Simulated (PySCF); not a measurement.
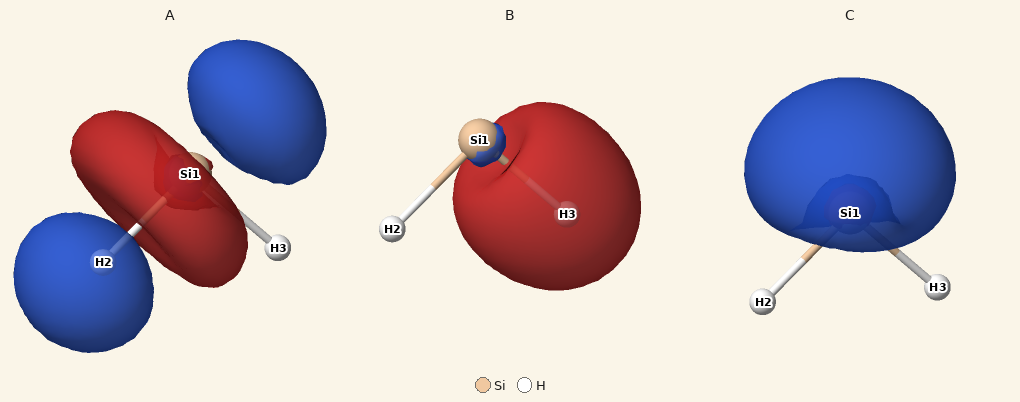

H2Si, SMILES `[SiH2]`. Intrinsic bond orbitals (IBO), occupied and valence-virtual; each surface holds about 70 % of the orbital's density. Energies are diagonal elements of the Fock matrix.

Computed with PySCF, M06-2X/aug-cc-pVDZ, geometry: GFN2-xTB. No frequency check shows the geometry to be a minimum.

**What does each orbital represent in a Lewis picture?**

By panel:
- A: σ* orbital Si1–H2 (Si1 56 %, H2 44 %; 6.2 eV)
- B: σ bond H3–Si1 (H3 56 %, Si1 44 %; −12.3 eV)
- C: lone pair on Si1 (sp0.6-type) (Si1 100 %; −9.6 eV)

**How do all the valence pairs divide up?**

3 pairs: 2 σ bonds and 1 lone pair.
